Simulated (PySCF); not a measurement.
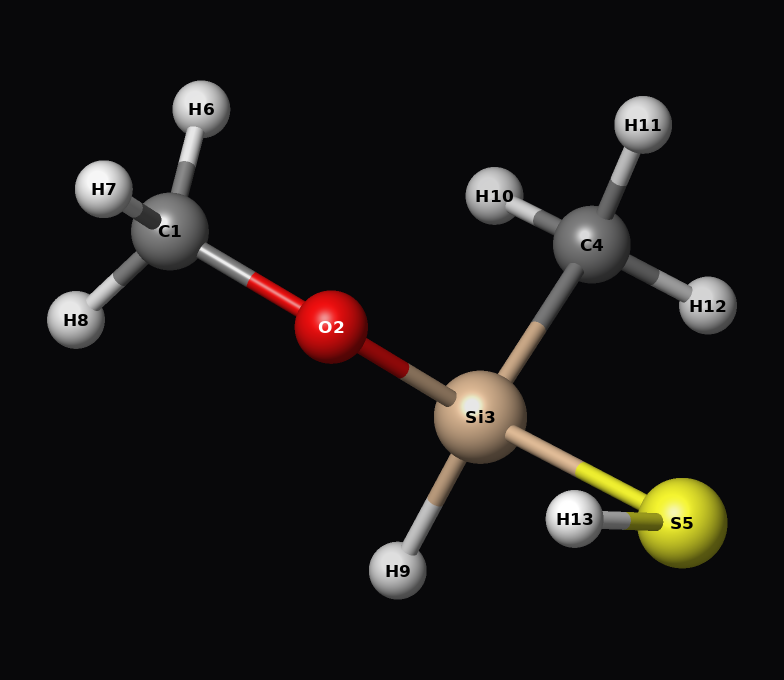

The geometry was computed by an optimisation with GFN2-xTB. No frequency run is at hand to confirm it as a minimum. Properties computed with delta-SCF UKS SCAN, pcX-2 on the ionised atom, pcseg-1 elsewhere, spin-free X2C (PySCF 2.14.0).

Give the core-electron binding energies (to vacuum; p and d levels without spin–orbit splitting) of C1 1s, O2 1s, Si3 1s, Si3 2p, C4 1s, S5 1s, S5 2p.

| atom | level | binding energy (eV) |
| --- | --- | --- |
| C1 | 1s | 292.6 |
| O2 | 1s | 538.2 |
| Si3 | 1s | 1847.3 |
| Si3 | 2p | 107.5 |
| C4 | 1s | 290.3 |
| S5 | 1s | 2476.7 |
| S5 | 2p | 169.3 |

The geometry is semi-empirical. Around Si such bond lengths and angles can be off by a tenth of an ångström or more and by several degrees, and values that hang on the shape move with them.
